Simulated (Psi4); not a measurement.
**UHF/6-311+G(d,p) (Cholesky decomposition) run of CH4FSi (SMILES [CH2][SiH2]F)**

Aim: the energy difference between two shapes of CH4FSi at UHF/6-311+G** (Cholesky decomposition), from 2 runs. 

The results are computed with Psi4 1.11.

### Step 1. The system as given

CH4FSi has 7 atoms, charge 0, and is taken as a doublet. As SMILES, `[CH2][SiH2]F`. The coordinates come from a PBE0-D4/def2-TZVP relaxation. This is one conformer, not always the lowest.

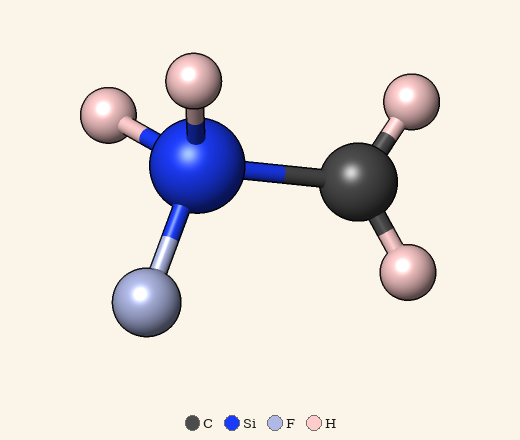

Viewed from a chosen angle; carbon dark grey, silicon blue, fluorine light blue, hydrogen pink.

### Step 2. A single-point energy at UHF/6-311+G(d,p) (Cholesky decomposition)

job.dat

```
memory 1600 mb

molecule {
  0 2
  C
  Si 1 1.828093
  F 2 1.6013 1 108.95364
  H 1 1.085294 2 122.58859 3 -1.70039
  H 1 1.085888 4 115.10115 2 179.81486
  H 2 1.486285 3 107.75494 1 121.27551
  H 2 1.486491 6 108.99041 3 -116.52394
}

set basis 6-311+G**
set reference uhf
set scf_type cd

energy_value = energy("hf")
print_variables()
```

On the command line:

```bash
$ psi4 job.dat job.out -n 1
```

job.out, cut to the lines that bear on the results:

```text
[...]
  Running in c1 symmetry.
[...]
  Nuclear repulsion =  107.849738465754371
[...]
  Multiplicity = 2
[...]
  Nalpha       = 17
  Nbeta        = 16
[...]
    Number of basis functions: 98
[...]
   @UHF iter   1:  -428.51082870917156   -8.29794e-01   4.55596e-03 DIIS/ADIIS
[...]
   @UHF iter  10:  -428.63447072409258   -3.56658e-08   3.54332e-07 DIIS
[...]
   @S^2 Observed:                7.603370132E-01
[...]
    Orbital Energies [Eh]
    ---------------------
    Alpha Occupied:
       1A    -68.821059     2A    -26.280704     3A    -11.247290
       4A     -6.163670     5A     -4.272662     6A     -4.270343
       7A     -4.269972     8A     -1.583731     9A     -0.967262
      10A     -0.759590    11A     -0.665738    12A     -0.664485
      13A     -0.632432    14A     -0.589543    15A     -0.504567
      16A     -0.502547    17A     -0.396388
    Alpha Virtual:
      18A      0.056128    19A      0.070301    20A      0.075093
      21A      0.081621    22A      0.117328    23A      0.119800
      24A      0.140559    25A      0.157959    26A      0.198876
[...]
  @UHF Final Energy:  -428.63447072409258
   => Energetics <=
    Nuclear Repulsion Energy =            107.8497384657543705
    One-Electron Energy =                -808.3484896383627074
    Two-Electron Energy =                 271.8642804485157285
    Total Energy =                       -428.6344707240925800
  UHF NO Occupations:
  HONO-2 :   15  A 1.9991848
  HONO-1 :   16  A 1.9965963
[...]
 Multipole Moments:
 ------------------------------------------------------------------------------------
     Multipole            Electronic (a.u.)      Nuclear  (a.u.)        Total (a.u.)
 ------------------------------------------------------------------------------------
 L = 1.  Multiply by 2.5417464519 to convert [e a0] to [Debye]
 Dipole X            :         -0.0023609            0.0031452            0.0007843
 Dipole Y            :         -3.2973673            3.9121288            0.6147614
 Dipole Z            :          2.7508962           -3.2713769           -0.5204807
 Magnitude           :                                                    0.8055013
[...]
```

Run time: 4.5 s. Hardware: 1 thread of Intel Xeon Platinum 8259CL at 2.50GHz (Skylake/Cascade Lake), shared host; peak memory 0.22 GiB.

### Step 3. The distorted shape at the same level

ch4fsi.xyz

```xyz
7
CH4FSi
C     -0.873781     0.314815    -0.548721
Si     0.511633    -0.261302     0.409118
F      0.625947    -1.857587     0.705983
H     -1.491639    -0.396803    -0.853115
H     -1.065002     1.294885    -0.990660
H      0.568653     0.477590     1.766566
H      1.828831     0.363979    -0.275535
```

run.py

```python
import psi4

psi4.set_memory('1600 MB')
psi4.set_num_threads(1)
psi4.set_output_file('run.log', False)

with open('ch4fsi.xyz') as f:
    atoms = ''.join(f.readlines()[2:])
molecule = psi4.geometry('0 2\n' + atoms + '')

options = {'basis': '6-311+G**', 'reference': 'uhf', 'scf_type': 'cd'}
psi4.set_options(options)

e_tot = psi4.energy("hf")
print('E =', round(e_tot, 9))
```

On the command line:

```bash
$ python run.py
```

run.log, cut to the lines that bear on the results:

```text
[...]
  Running in c1 symmetry.
[...]
  Nuclear repulsion =  107.055254529423607
[...]
  Multiplicity = 2
[...]
  Nalpha       = 17
  Nbeta        = 16
[...]
    Number of basis functions: 98
[...]
   @UHF iter   1:  -428.44737554736173   -7.82009e-01   4.96351e-03 DIIS/ADIIS
[...]
   @UHF iter  11:  -428.60780195135408   -4.32793e-08   5.01823e-07 DIIS
[...]
   @S^2 Observed:                7.602922163E-01
[...]
    Orbital Energies [Eh]
    ---------------------
    Alpha Occupied:
       1A    -68.836465     2A    -26.295371     3A    -11.244450
       4A     -6.176169     5A     -4.284665     6A     -4.283234
       7A     -4.282902     8A     -1.589810     9A     -0.995314
      10A     -0.759442    11A     -0.671571    12A     -0.669109
      13A     -0.639832    14A     -0.612394    15A     -0.504311
      16A     -0.487867    17A     -0.393553
    Alpha Virtual:
      18A      0.053471    19A      0.069525    20A      0.079603
      21A      0.082290    22A      0.114013    23A      0.119001
      24A      0.138371    25A      0.159856    26A      0.199582
[...]
  @UHF Final Energy:  -428.60780195135408
   => Energetics <=
    Nuclear Repulsion Energy =            107.0552545294236069
    One-Electron Energy =                -806.4501427384541330
    Two-Electron Energy =                 270.7870862576764921
    Total Energy =                       -428.6078019513540767
  UHF NO Occupations:
  HONO-2 :   15  A 1.9992234
  HONO-1 :   16  A 1.9968736
[...]
 Multipole Moments:
 ------------------------------------------------------------------------------------
     Multipole            Electronic (a.u.)      Nuclear  (a.u.)        Total (a.u.)
 ------------------------------------------------------------------------------------
 L = 1.  Multiply by 2.5417464519 to convert [e a0] to [Debye]
 Dipole X            :          0.9130698           -1.4270244           -0.5139546
 Dipole Y            :         -4.5288365            5.0416084            0.5127719
 Dipole Z            :          1.3472111           -1.7920980           -0.4448869
 Magnitude           :                                                    0.8514744
[...]
```

The script printed:

```text
E = -428.607801951
```

Run time: 4.5 s. Hardware: 1 thread of Intel Xeon Platinum 8259CL at 2.50GHz (Skylake/Cascade Lake), shared host; peak memory 0.22 GiB.

### Step 4. What came out

At UHF/6-311+G** (Cholesky decomposition):

| quantity | value |
| --- | --- |
| first shape: total energy | -428.63447 Eh |
| first shape: dipole moment | 2.05 D |
| first shape: HOMO energy (highest over α and β) | -10.79 eV |
| first shape: LUMO energy (lowest over α and β) | 1.40 eV |
| first shape: ⟨S²⟩ | 0.760 |
| distorted shape: total energy | -428.60780 Eh |
| distorted shape: dipole moment | 2.16 D |
| distorted shape: HOMO energy (highest over α and β) | -10.71 eV |
| distorted shape: LUMO energy (lowest over α and β) | 1.16 eV |
| distorted shape: ⟨S²⟩ | 0.760 |
| energy change with the atoms displaced | 0.726 eV |

With the atoms displaced the energy rises by 0.73 eV (16.7 kcal/mol). The first shape isn't relaxed at this level, so the change isn't measured from a minimum.
